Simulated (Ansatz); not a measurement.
# Si2H5O (SMILES [SiH2]O[SiH3]) at UBHLYP/6-311+G(d,p)

What is the electronic atomisation energy of Si2H5O at UBHLYP/6-311+G**? 

The results are computed with Ansatz 0.2.0.

37 further runs of the same task are left out: 37 set aside as unsound or not needed.

## Step 1: The system as given

Si2H5O has 8 atoms, charge 0, and is taken as a doublet. SMILES: `[SiH2]O[SiH3]`. Geometry: relaxed at PBE0-D4/def2-TZVP. This is one conformer, not always the lowest.

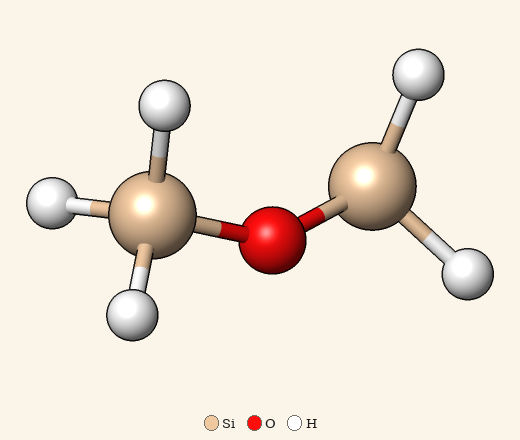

The structure, seen from a chosen angle (silicon light orange, oxygen red, hydrogen white).

## Step 2: The energy at UBHLYP/6-311+G(d,p)

Input file input.yaml:

```yaml
crystal:
  periodic: [false, false, false]
  atoms:
    - symbol: Si
      position_ang: [-1.281200, 0.933000, -0.865900]
    - symbol: O
      position_ang: [-0.352300, -0.279200, -0.276900]
    - symbol: Si
      position_ang: [0.765000, -0.723000, 0.835900]
    - symbol: H
      position_ang: [-1.902800, 0.458100, -2.133600]
    - symbol: H
      position_ang: [-0.440600, 2.142000, -1.118700]
    - symbol: H
      position_ang: [1.291900, -2.054600, 0.453100]
    - symbol: H
      position_ang: [0.138100, -0.799300, 2.180400]
    - symbol: H
      position_ang: [1.874100, 0.266000, 0.869800]
basis:
  gaussian:
    orbitals: 6-311+G_st__st_-spherical.json
magnetization:
  spin_polarized: true
  initial_magnetization: 1
accuracy: high
output: {orbitals: {seedname: orbitals}}
hamiltonian:
  xc: {name: BHLYP}
```

The basis set 6-311+G** is read from a file made from the Basis Set Exchange's data (not shown).

On the command line:

```sh
$ ansatz run input.yaml --threads 1 --pin off --max-ram 3480MiB --events-out events.jsonl --progress --plain --runs-dir runs
```

The program printed:

```text
Warning: RAYON_NUM_THREADS=1 ignored (pool sized by the plan → 1); use --threads N
Functional definition: BHLYP
  name "BHLYP"
  parameter a = 0.5
  exchange = (1 - a)*b88_x + a*exact_x
  correlation = lyp_c
2081 factors; integrals over basis functions are off by at most 4.2e-9 eV
mean field evaluation 1: about -17880.0088 eV, gradient 3.5e1 eV
mean field evaluation 2: about -17875.7376 eV, gradient 4.9e1 eV
mean field evaluation 4: about -17884.0742 eV, gradient 3.3e-1 eV
mean field evaluation 8: about -17884.1267 eV, gradient 4.1e-2 eV
mean field evaluation 16: about -17884.1268 eV, gradient 8.8e-5 eV
mean field -17884.12677419 eV, -657.2295366550 hartree, gradient 8.6e-9 eV, S^2 0.751809; 0 other end points of the search recorded, 0 dependent functions left out
reference -17884.12680664 eV, -657.2295378475 hartree; 21, 20 occupied and 91, 92 virtual orbitals, 2081 factors
Total energy: -17884.12680664 eV, -657.2295378475 hartree
```

It took 17 s on 1 thread of Arm Neoverse V1, shared host; peak memory 0.49 GiB.

## Step 3: The H atom

Input file run.yaml:

```yaml
crystal:
  periodic: [false, false, false]
  atoms:
    - {symbol: H, position_ang: [0.000000, 0.000000, 0.000000]}
basis:
  gaussian:
    orbitals: 6-311+G_st__st_.json
magnetization:
  spin_polarized: true
  initial_magnetization: 1
hamiltonian:
  xc: {name: BHLYP}
accuracy: high
```

The basis set 6-311+G** is read from a file made from the Basis Set Exchange's data (not shown).

Run the same way, it converges to -0.49855 Eh (log not shown).

## Step 4: The O atom

Input file input.yaml:

```yaml
crystal:
  periodic: [false, false, false]
  atoms:
    - {symbol: O, position_ang: [0.000000, 0.000000, 0.000000]}
basis:
  gaussian:
    orbitals: 6-311+G_st__st_.json
magnetization:
  spin_polarized: true
  initial_magnetization: 2
hamiltonian:
  xc: {name: BHLYP}
accuracy: high
```

The basis set 6-311+G** is read from a file made from the Basis Set Exchange's data (not shown).

On the command line:

```sh
$ ansatz run input.yaml --threads 1 --pin off --max-ram 3480MiB --events-out events.jsonl --progress --plain --runs-dir runs
```

The program printed:

```text
Warning: RAYON_NUM_THREADS=1 ignored (pool sized by the plan → 1); use --threads N
Functional definition: BHLYP
  name "BHLYP"
  parameter a = 0.5
  exchange = (1 - a)*b88_x + a*exact_x
  correlation = lyp_c
174 factors; integrals over basis functions are off by at most 3.4e-9 eV
mean field evaluation 1: about -2042.6713 eV, gradient 5.1e0 eV
mean field evaluation 2: about -2042.7549 eV, gradient 1.2e0 eV
mean field evaluation 4: about -2042.7634 eV, gradient 1.1e-1 eV
mean field evaluation 8: about -2042.7640 eV, gradient 1.4e-3 eV
mean field evaluation 16: about -2042.7640 eV, gradient 7.4e-8 eV
mean field -2042.76403347 eV, -75.0701935950 hartree, gradient 7.4e-8 eV, S^2 2.004308; 0 other end points of the search recorded, 0 dependent functions left out
reference -2042.76405025 eV, -75.0701942114 hartree; 5, 3 occupied and 17, 19 virtual orbitals, 174 factors
Total energy: -2042.76405025 eV, -75.0701942114 hartree
```

It took 0.4 s on 1 thread of Arm Neoverse V1, shared host.

## Step 5: The Si atom, same level

Input file run.yaml:

```yaml
crystal:
  periodic: [false, false, false]
  atoms:
    - {symbol: Si, position_ang: [0.000000, 0.000000, 0.000000]}
basis:
  gaussian:
    orbitals: 6-311+G_st__st_-spherical.json
magnetization:
  spin_polarized: true
  initial_magnetization: 2
hamiltonian:
  xc: {name: BHLYP}
accuracy: high
```

The basis set 6-311+G** is read from a file made from the Basis Set Exchange's data (not shown).

On the command line:

```sh
$ ansatz run run.yaml --threads 1 --pin off --max-ram 3480MiB --events-out events.jsonl --progress --plain --runs-dir runs
```

The program printed:

```text
Warning: RAYON_NUM_THREADS=1 ignored (pool sized by the plan → 1); use --threads N
Functional definition: BHLYP
  name "BHLYP"
  parameter a = 0.5
  exchange = (1 - a)*b88_x + a*exact_x
  correlation = lyp_c
230 factors; integrals over basis functions are off by at most 3.5e-9 eV
mean field evaluation 1: about -7874.3087 eV, gradient 3.0e0 eV
mean field evaluation 2: about -7874.3741 eV, gradient 1.0e0 eV
mean field evaluation 4: about -7874.3797 eV, gradient 3.1e-1 eV
mean field evaluation 8: about -7874.3802 eV, gradient 4.0e-4 eV
mean field evaluation 16: about -7874.3802 eV, gradient 1.5e-8 eV
mean field -7874.38020174 eV, -289.3781349672 hartree, gradient 1.5e-8 eV, S^2 2.002777; 0 other end points of the search recorded, 0 dependent functions left out
reference -7874.38021734 eV, -289.3781355406 hartree; 8, 6 occupied and 22, 24 virtual orbitals, 230 factors
Total energy: -7874.38021734 eV, -289.3781355406 hartree
```

Wall time 0.91 s (1 thread of Arm Neoverse V1, shared host).

## Step 6: Summary of results

Level: UBHLYP/6-311+G**.

```
                                    quantity          value
                      molecule: total energy  -657.22954 Eh
molecule: HOMO energy (highest over α and β)       -7.01 eV
 molecule: LUMO energy (lowest over α and β)       -1.57 eV
                              molecule: ⟨S²⟩          0.752
                        H atom: total energy    -0.49855 Eh
                                H atom: ⟨S²⟩          0.750
                        O atom: total energy   -75.07019 Eh
                                O atom: ⟨S²⟩          2.004
                       Si atom: total energy  -289.37814 Eh
                               Si atom: ⟨S²⟩          2.003
               electronic atomisation energy      24.772 eV
```

What this shows: Taking the molecule apart into free atoms costs 24.77 eV (2390 kJ/mol), before zero-point energy and without spin-orbit coupling.
